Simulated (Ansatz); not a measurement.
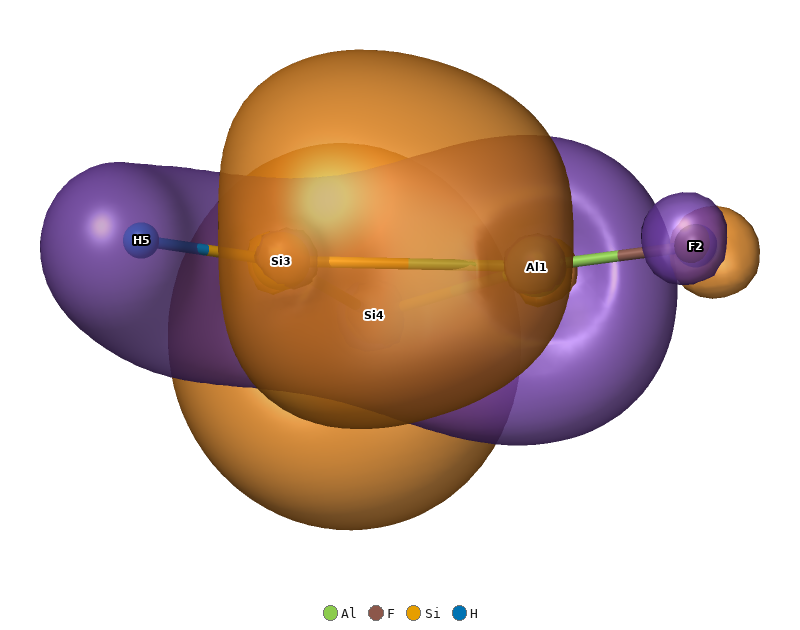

Figure. AlFHSi₂ (doublet). One frontier orbital at ±0.06 Å⁻³ᐟ² (orange and purple are the two phases), seen from one side.

Geometry: BLYP-D3(BJ)/def2-SVP.

Theory: Ansatz, isolated molecule in a Gaussian basis; Kohn-Sham density functional theory, functional PBE0.

```xyz
5

Al   -0.2200    0.9020    1.0100
F     0.1448    0.8571    2.6460
Si    0.5361    0.4722   -1.1960
Si   -1.5292    1.2984   -0.9471
H     1.5545    0.0107   -2.2158
```

Q: Which orbital is it: HOMO (β) or LUMO (β)?

A: The LUMO (β), at −3.42 eV. By Hirshfeld shares it lies mainly on Si4 (about 45 %), Si3 (about 30 %) and Al1 (about 20 %); it is symmetric in the molecular plane (an in-plane orbital: σ, lone-pair or in-plane π type).
